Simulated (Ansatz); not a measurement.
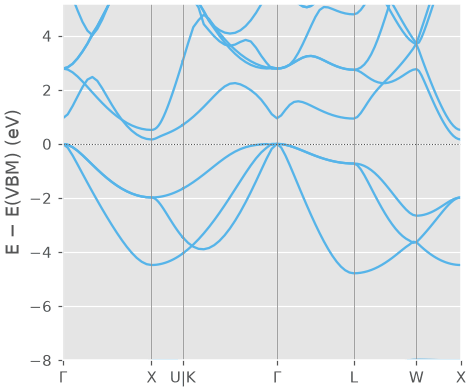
Fig. 1. Band structure from plane-wave PAW PBE (Ansatz code)

### Question
Read off the gap and where the band edges lie.

### Answer
About 0.2 eV (0.16 eV by a search for the band edges); maximum at Γ, minimum at X.

The material is Mg$_{2}$Ge (anti-fluorite, Fm-3m).

The cell was relaxed with PBE under the symmetry of its start. Scalar-relativistic: spin–orbit coupling is off unless named, which matters more the heavier the elements.

Potentials: the earlier of the program's two PAW sets.
